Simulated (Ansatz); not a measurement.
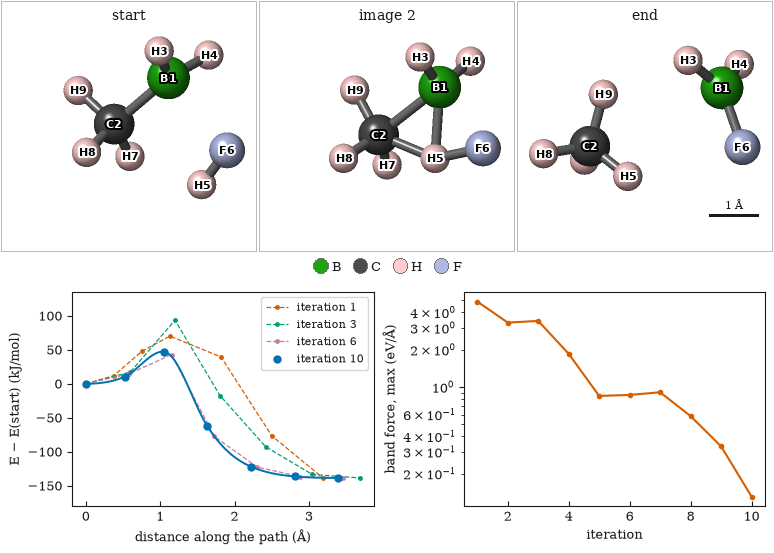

NEB run on CH₆BF. Images are numbered from 0 (start) to 6 (end). The plot follows the band through its iterations. Style: ball-and-stick. Shown at a tilt.

These are results of UKS PBE0-D4/def2-SVP (Ansatz), not measurements. Settings: 5 movable images; climbing image; force threshold 0.2 eV/Å; iteration limit 60; starting path through a guess of the saddle point.

Did the band converge, and can the barrier be trusted?

Answer. The run is converged, with reservations. The band converged in 10 iterations. The largest component of the band force went from 4.9 to 0.13 eV/Å. The climbing image converged on the top of the path. Its curvatures weren't checked. The force threshold is loose. The first iteration put the highest image at 70.1 kJ/mol. Forward barrier 47.3 kJ/mol, backward barrier 185.8 kJ/mol, with image 2 at the top; the reaction energy is −138.5 kJ/mol.

Cost: 73 s on 2 threads of Arm Neoverse V2, on a shared host, peak memory 0.17 GiB.
